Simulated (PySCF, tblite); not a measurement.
# C₆H₁₂Si: a rotation path, then NMR shifts on frames, part 2 of 2

tblite 0.8.0 and PySCF 2.14.0. Atoms count from 0. The steps go on from the part before.

### 5 Shielding tensors: image 4, PBE0/pcSseg-1

The job: settings as JSON, then the geometry in Å.

```
{"job": {"kind": "nmr", "xc": "PBE0", "basis": "pcSseg-1", "pop": false}, "charge": 0, "multiplicity": 1}
Si     2.729100    -0.191200     0.625900
C      1.515500     0.215200    -0.783300
C      0.062200     0.150900    -0.425800
C     -0.971300     0.376700    -1.226200
C     -2.288200     0.271100    -0.514900
C     -1.913900    -0.384100     0.824000
C     -0.404400    -0.150600     0.973600
H      2.587800    -1.594900     1.021600
H      4.096500     0.036400     0.155400
H      2.473000     0.677800     1.776500
H      1.736700     1.216800    -1.164600
H      1.700100    -0.460200    -1.623800
H     -0.921400     0.635900    -2.270600
H     -2.714700     1.268000    -0.364600
H     -3.017200    -0.317300    -1.074600
H     -2.478600     0.025500     1.659700
H     -2.113700    -1.455100     0.775800
H      0.105400    -1.016700     1.396000
H     -0.193000     0.704900     1.620500
```

Method: GIAO PBE0/pcSseg-1 NMR shielding, non-relativistic, gas phase.

What it wrote:

```text
coarse grid: 15584 points
cycle   1  E = -524.7829400967  dE =  7.208e-01  |g| = 4.129e-01  |ddm| = 3.884e+00
cycle   2  E = -524.7721623146  dE =  1.078e-02  |g| = 4.666e-01  |ddm| = 8.984e-01
cycle   3  E = -524.8303360251  dE = -5.817e-02  |g| = 3.309e-02  |ddm| = 5.408e-01
cycle   4  E = -524.8305538753  dE = -2.179e-04  |g| = 1.343e-02  |ddm| = 5.354e-02
cycle   5  E = -524.8305834200  dE = -2.954e-05  |g| = 7.119e-03  |ddm| = 1.778e-02
cycle   6  E = -524.8305949304  dE = -1.151e-05  |g| = 1.789e-03  |ddm| = 7.217e-03
cycle   7  E = -524.8305957438  dE = -8.134e-07  |g| = 2.548e-04  |ddm| = 1.844e-03
final grid: 143640 points
cycle   8  E = -524.8737695319  dE = -3.870e-05  |g| = 7.984e-03  |ddm| = 3.458e-02
cycle   9  E = -524.8737622566  dE =  7.275e-06  |g| = 9.631e-03  |ddm| = 1.766e-02
cycle  10  E = -524.8737866145  dE = -2.436e-05  |g| = 6.991e-04  |ddm| = 1.018e-02
cycle  11  E = -524.8737866900  dE = -7.552e-08  |g| = 4.026e-04  |ddm| = 9.956e-04
cycle  12  E = -524.8737867301  dE = -4.007e-08  |g| = 6.174e-05  |ddm| = 3.848e-04
cycle  13  E = -524.8737867308  dE = -7.501e-10  |g| = 2.439e-05  |ddm| = 8.970e-05
converged SCF energy = -524.8737867308

GIAO shielding tensors (ppm)
atom      isotropic    diamagn.    paramagn.     s11        s22        s33       span
  0 Si     425.841     878.925    -453.084    406.908    408.399    462.216     55.309
  1 C      177.890     248.630     -70.740    163.052    170.892    199.727     36.675
  2 C       40.907     261.542    -220.635    -68.122     56.877    133.965    202.088
  3 C       52.303     252.297    -199.994    -52.648     77.027    132.531    185.179
  4 C      149.097     249.775    -100.678    123.780    153.290    170.222     46.443
  5 C      160.416     246.913     -86.497    133.057    173.279    174.912     41.855
  6 C      146.562     248.650    -102.088    119.489    150.953    169.244     49.755
  7 H       27.661      29.006      -1.345     24.260     26.346     32.377      8.117
  8 H       27.916      27.916      -0.000     24.431     25.557     33.759      9.327
  9 H       27.686      29.027      -1.341     24.053     26.941     32.065      8.013
 10 H       29.650      30.004      -0.354     24.106     29.130     35.713     11.607
 11 H       29.609      30.061      -0.451     24.312     29.033     35.483     11.171
 12 H       26.098      33.637      -7.539     24.255     25.027     29.012      4.757
 13 H       29.099      29.838      -0.739     25.052     26.941     35.305     10.252
 14 H       29.207      29.583      -0.376     24.889     27.066     35.666     10.777
 15 H       29.780      29.592       0.188     25.281     27.828     36.230     10.948
 16 H       29.844      30.420      -0.576     24.514     28.530     36.488     11.974
 17 H       29.282      32.667      -3.385     23.672     29.831     34.342     10.670
 18 H       29.063      32.094      -3.030     24.126     29.369     33.694      9.568
```

It took 71 s on 1 thread, shared host.

Key values: δ C2 146.0, C3 134.6, C6 40.4, C4 37.8, H12 5.62, H7 4.06 ppm.

### 6 Shielding tensors: image 6, PBE0/pcSseg-1

The job: settings as JSON, then the geometry in Å.

```
{"job": {"kind": "nmr", "xc": "PBE0", "basis": "pcSseg-1", "pop": false}, "charge": 0, "multiplicity": 1}
Si     2.714300    -0.504300     0.464500
C      1.517800     0.471600    -0.654700
C      0.069700     0.269100    -0.366600
C     -0.921700     0.154800    -1.240700
C     -2.263000     0.029400    -0.579800
C     -1.905200    -0.247300     0.888700
C     -0.453300     0.227000     1.045300
H      2.486100    -1.939200     0.293000
H      4.085800    -0.153400     0.091600
H      2.526300    -0.134100     1.870000
H      1.749700     1.535400    -0.541600
H      1.707400     0.227900    -1.702400
H     -0.827600     0.175100    -2.313500
H     -2.823400     0.964200    -0.684300
H     -2.868800    -0.766900    -1.015600
H     -2.580700     0.249100     1.583300
H     -1.955800    -1.320300     1.078300
H      0.127300    -0.451500     1.670700
H     -0.394600     1.222500     1.494600
```

With the program's defaults for keys left out, this is: GIAO PBE0/pcSseg-1 NMR shielding, non-relativistic, gas phase.

What it wrote:

```text
coarse grid: 15584 points
cycle   1  E = -524.7872281536  dE =  7.192e-01  |g| = 4.134e-01  |ddm| = 3.874e+00
cycle   2  E = -524.7756761506  dE =  1.155e-02  |g| = 4.702e-01  |ddm| = 9.149e-01
cycle   3  E = -524.8349068347  dE = -5.923e-02  |g| = 3.364e-02  |ddm| = 5.543e-01
cycle   4  E = -524.8351347619  dE = -2.279e-04  |g| = 1.344e-02  |ddm| = 5.531e-02
cycle   5  E = -524.8351677117  dE = -3.295e-05  |g| = 6.072e-03  |ddm| = 1.730e-02
cycle   6  E = -524.8351759147  dE = -8.203e-06  |g| = 1.596e-03  |ddm| = 5.884e-03
final grid: 143640 points
cycle   7  E = -524.8773260772  dE = -3.779e-05  |g| = 8.181e-03  |ddm| = 3.824e-02
cycle   8  E = -524.8773163712  dE =  9.706e-06  |g| = 1.031e-02  |ddm| = 1.819e-02
cycle   9  E = -524.8773436264  dE = -2.726e-05  |g| = 1.035e-03  |ddm| = 1.065e-02
cycle  10  E = -524.8773438625  dE = -2.361e-07  |g| = 3.832e-04  |ddm| = 1.268e-03
cycle  11  E = -524.8773438994  dE = -3.688e-08  |g| = 5.583e-05  |ddm| = 4.302e-04
cycle  12  E = -524.8773439000  dE = -5.813e-10  |g| = 2.426e-05  |ddm| = 8.133e-05
converged SCF energy = -524.8773439000

GIAO shielding tensors (ppm)
atom      isotropic    diamagn.    paramagn.     s11        s22        s33       span
  0 Si     423.171     878.920    -455.750    399.862    404.829    464.820     64.958
  1 C      172.699     248.060     -75.361    155.748    167.860    194.488     38.740
  2 C       39.448     262.459    -223.011    -70.057     53.637    134.764    204.821
  3 C       54.326     252.129    -197.803    -42.909     76.563    129.323    172.232
  4 C      149.604     249.908    -100.304    124.836    153.704    170.272     45.436
  5 C      160.032     247.618     -87.586    132.464    172.923    174.710     42.246
  6 C      146.837     247.675    -100.839    123.799    149.522    167.188     43.389
  7 H       27.943      28.894      -0.950     24.863     26.054     32.914      8.050
  8 H       27.877      28.056      -0.179     24.552     25.446     33.632      9.081
  9 H       27.597      29.093      -1.495     23.805     27.283     31.704      7.898
 10 H       29.967      29.734       0.233     25.014     28.474     36.414     11.401
 11 H       29.571      30.720      -1.149     24.525     29.294     34.894     10.369
 12 H       26.132      33.632      -7.500     24.162     25.388     28.845      4.683
 13 H       29.154      29.783      -0.629     25.041     26.974     35.447     10.406
 14 H       29.255      29.760      -0.505     24.989     27.072     35.703     10.714
 15 H       29.747      29.663       0.085     25.187     27.773     36.282     11.095
 16 H       29.809      30.698      -0.889     24.568     28.548     36.310     11.742
 17 H       29.331      32.583      -3.252     23.721     29.505     34.766     11.045
 18 H       29.339      31.410      -2.071     24.908     28.748     34.362      9.454
```

It took 70 s on 1 thread, shared host.

This run: δ C2 147.5, C3 132.6, C6 40.1, C4 37.3, H12 5.59, H9 4.12 ppm.

### 7 NMR shieldings: image 8, PBE0/pcSseg-1

The job: settings as JSON, then the geometry in Å.

```
{"job": {"kind": "nmr", "xc": "PBE0", "basis": "pcSseg-1", "pop": false}, "charge": 0, "multiplicity": 1}
Si     2.631600    -0.748900     0.178500
C      1.542800     0.694800    -0.437900
C      0.098700     0.403900    -0.252100
C     -0.765200    -0.052600    -1.149000
C     -2.141600    -0.233600    -0.580500
C     -1.915300    -0.112100     0.936000
C     -0.565900     0.607000     1.084200
H      2.266200    -1.967200    -0.544100
H      4.034900    -0.408900    -0.070100
H      2.431900    -0.947300     1.616100
H      1.806400     1.603800     0.105900
H      1.750600     0.871900    -1.494100
H     -0.552100    -0.256200    -2.184800
H     -2.810500     0.550900    -0.948900
H     -2.580500    -1.193700    -0.857700
H     -2.724300     0.421400     1.432800
H     -1.848000    -1.108000     1.375600
H      0.032400     0.206800     1.904000
H     -0.702000     1.677300     1.266900
```

Method: GIAO PBE0/pcSseg-1 NMR shielding, non-relativistic, gas phase.

What it wrote:

```text
coarse grid: 15584 points
cycle   1  E = -524.7890402869  dE =  7.150e-01  |g| = 4.158e-01  |ddm| = 3.858e+00
cycle   2  E = -524.7764891693  dE =  1.255e-02  |g| = 4.762e-01  |ddm| = 9.288e-01
cycle   3  E = -524.8373617553  dE = -6.087e-02  |g| = 3.457e-02  |ddm| = 5.660e-01
cycle   4  E = -524.8376002347  dE = -2.385e-04  |g| = 1.409e-02  |ddm| = 5.631e-02
cycle   5  E = -524.8376407702  dE = -4.054e-05  |g| = 5.013e-03  |ddm| = 1.798e-02
cycle   6  E = -524.8376469190  dE = -6.149e-06  |g| = 5.889e-04  |ddm| = 4.597e-03
final grid: 143640 points
cycle   7  E = -524.8800318369  dE = -3.525e-05  |g| = 7.983e-03  |ddm| = 3.319e-02
cycle   8  E = -524.8800236739  dE =  8.163e-06  |g| = 9.788e-03  |ddm| = 1.821e-02
cycle   9  E = -524.8800489308  dE = -2.526e-05  |g| = 8.061e-04  |ddm| = 1.048e-02
cycle  10  E = -524.8800490547  dE = -1.239e-07  |g| = 3.656e-04  |ddm| = 1.037e-03
cycle  11  E = -524.8800490874  dE = -3.269e-08  |g| = 6.003e-05  |ddm| = 3.665e-04
cycle  12  E = -524.8800490881  dE = -7.331e-10  |g| = 2.415e-05  |ddm| = 9.088e-05
converged SCF energy = -524.8800490881

GIAO shielding tensors (ppm)
atom      isotropic    diamagn.    paramagn.     s11        s22        s33       span
  0 Si     418.615     879.065    -460.450    375.940    414.411    465.493     89.554
  1 C      171.184     248.788     -77.604    155.181    164.265    194.106     38.926
  2 C       37.804     262.864    -225.060    -72.316     50.594    135.134    207.451
  3 C       56.666     252.890    -196.224    -41.322     79.229    132.090    173.412
  4 C      149.366     249.733    -100.367    124.039    153.643    170.416     46.376
  5 C      159.889     247.731     -87.841    132.346    172.881    174.441     42.094
  6 C      147.288     247.297    -100.009    118.739    151.799    171.326     52.586
  7 H       28.064      29.124      -1.060     24.746     26.783     32.663      7.918
  8 H       27.713      28.166      -0.454     24.478     25.093     33.567      9.089
  9 H       27.711      29.112      -1.402     24.008     27.116     32.007      7.999
 10 H       30.193      30.301      -0.108     25.747     28.936     35.896     10.149
 11 H       29.476      30.672      -1.196     24.646     28.587     35.194     10.548
 12 H       26.193      34.092      -7.898     24.194     25.219     29.166      4.972
 13 H       29.087      29.800      -0.713     24.904     26.946     35.411     10.507
 14 H       29.291      30.075      -0.783     25.135     27.064     35.676     10.541
 15 H       29.740      29.555       0.185     25.262     27.617     36.341     11.079
 16 H       29.850      30.816      -0.966     24.824     28.442     36.284     11.461
 17 H       29.299      32.095      -2.796     24.842     29.167     33.889      9.047
 18 H       29.302      30.884      -1.582     24.865     28.255     34.786      9.921
```

It took 69 s on 1 thread, shared host.

Key values: δ C2 149.1, C3 130.3, C6 39.6, C4 37.6, H12 5.52, H9 4.01 ppm.

### 8 Run by run: NMR shifts

Shifts (ppm) of some atoms, chosen among heavy atoms and hydrogens apart, with basis size and wall time:

```tsv
frame	C2	C3	C5	C1	H10	H11	Si0	functions	time
image 0	148.8	129.8	26.6	16.8	2.21	1.67	-69.9	186	97 s
image 2	147.3	132.2	26.2	13.7	2.14	1.85	-73.8	186	72 s
image 4	146.0	134.6	26.5	9.0	2.07	2.11	-76.7	186	71 s
image 6	147.5	132.6	26.9	14.2	1.75	2.15	-74.0	186	70 s
image 8	149.1	130.3	27.0	15.7	1.52	2.24	-69.5	186	69 s
```

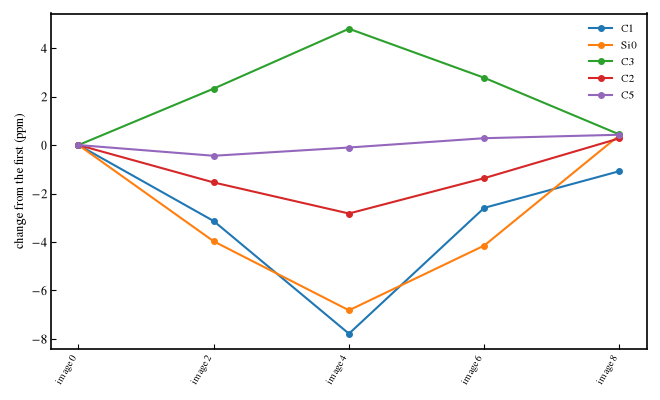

How five of the tabulated atoms move from run to run.

### 9 Results

The summary covers parts 1 to 2.

```
                                        quantity                                                                       value
                                         barrier                                          0.129 eV (3.0 kcal/mol) at image 4
                           end to end (GFN2-xTB)                                                                   -0.002 eV
 13C shifts against TMS (PBE0/pcSseg-1, image 0)                                    148.8, 129.8, 40.4, 37.5, 26.6, 16.8 ppm
  1H shifts against TMS (PBE0/pcSseg-1, image 0)  5.52, 4.06, 3.94, 3.64, 2.62, 2.55, 2.47, 2.21, 2.11, 1.96, 1.92, 1.67 ppm
29Si shifts against TMS (PBE0/pcSseg-1, image 0)                                                                   -69.9 ppm
           surface potential, 1st and 99th percentile                                                          -0.68 V and 0.82 V
                        range of the shift of C1                                                             9.0 to 16.8 ppm
```

What this shows: Along the band the dihedral turns by 154°, and the top (dihedral 3°) lies 3.0 kcal/mol above the start (GFN2-xTB, rough), so at room temperature this motion is fast. The top was not checked by a frequency run. Shifts at one fixed geometry are not the observed spectrum, which averages over the motion. In the first frame run (image 0): The widest tensor belongs to C2: span 208 ppm, with a paramagnetic part of -225 ppm. Across the 5 runs the shift of C1 moves most, between 9.0 (image 4) and 16.8 ppm (image 0).
